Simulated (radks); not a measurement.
**Nuclear size and the levels of Sn**

Aim: how the total energy, the levels and the density at the nucleus of Sn respond when the nuclear radius is scaled.

The numbers are computed with radks (a radial shooting solver on a logarithmic mesh, Libxc functionals) version 1 (Dirac Kohn-Sham, LDA (Slater exchange, Perdew-Wang correlation), spin-unpolarised, spherical densities, finite nucleus; open shells are shared between the two j in proportion to 2j + 1), except any that are marked as measured or tabulated.

### Step 1. What is computed

- element: tin (Z = 50)
- charge: 0
- electrons: 50
- configuration: [Kr] 4d10 5s2 5p2
- nuclear rms radius: 4.6519 fm

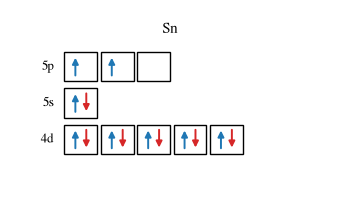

The shells outside the core, filled by Hund's rule for the drawing.

### Step 2. rms radius 4.6519 fm

The run's settings:

```text
Z 50
configuration [Kr] 4d10 5s2 5p2 6s0 4f0
relativity Dirac
functional lda,pw
spin unpolarised
j_filling average
nucleus finite rms 4.6519 fm
c 137.035999084
```

### Step 3. rms radius 3.8378 fm

Input: that of step 2 with these lines changed.

```diff
@@ -6,3 +6,3 @@
 j_filling average
-nucleus finite rms 4.6519 fm
+nucleus finite rms 3.8378 fm
 c 137.035999084
```

### Step 4. rms radius 4.4519 fm

Input: that of step 3 with these lines changed.

```diff
@@ -6,3 +6,3 @@
 j_filling average
-nucleus finite rms 3.8378 fm
+nucleus finite rms 4.4519 fm
 c 137.035999084
```

### Step 5. rms radius 4.8333 fm

Input: that of step 4 with these lines changed.

```diff
@@ -6,3 +6,3 @@
 j_filling average
-nucleus finite rms 4.4519 fm
+nucleus finite rms 4.8333 fm
 c 137.035999084
```

### Step 6. rms radius 5.7497 fm

Input: that of step 5 with these lines changed.

```diff
@@ -6,3 +6,3 @@
 j_filling average
-nucleus finite rms 4.8333 fm
+nucleus finite rms 5.7497 fm
 c 137.035999084
```

**Question.** What will these runs give? Wanted: for each run, rms radius; total energy shift; density at nucleus; 1s1/2 shift; 2s1/2 shift; 4p1/2 shift; 5s1/2 shift; 5p1/2 shift.

As calculated:

| rms radius (fm) | total energy shift (eV) | density at nucleus (e/bohr³) | 1s1/2 shift (meV) | 2s1/2 shift (meV) | 4p1/2 shift (meV) | 5s1/2 shift (meV) | 5p1/2 shift (meV) |
| --- | --- | --- | --- | --- | --- | --- | --- |
| 3.8378 | -1.32 | 1.96e+05 | -553 | -63.2 | 0.201 | -0.211 | 0.0364 |
| 4.4519 | -0.343 | 1.916e+05 | -144 | -16.5 | 0.0524 | -0.0550 | 0.00950 |
| 4.6519 | 0 | 1.903e+05 | 0 | 0 | 0 | 0 | 0 |
| 4.8333 | 0.322 | 1.892e+05 | 135 | 15.5 | -0.0492 | 0.0517 | -0.00892 |
| 5.7497 | 2.11 | 1.843e+05 | 886 | 101 | -0.322 | 0.338 | -0.0583 |

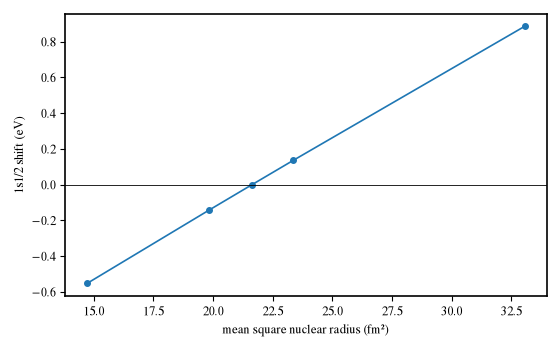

Shift of the 1s1/2 level against the mean square radius.

**Reading.** Shifts are against the first run. Over the range the 1s1/2 level moves by 1.44 eV and the 5p1/2 level by -0.0948 meV. A larger nucleus binds the 1s electrons less and lowers the density at its centre. These are shifts of eigenvalues, not the field shifts of spectral lines.
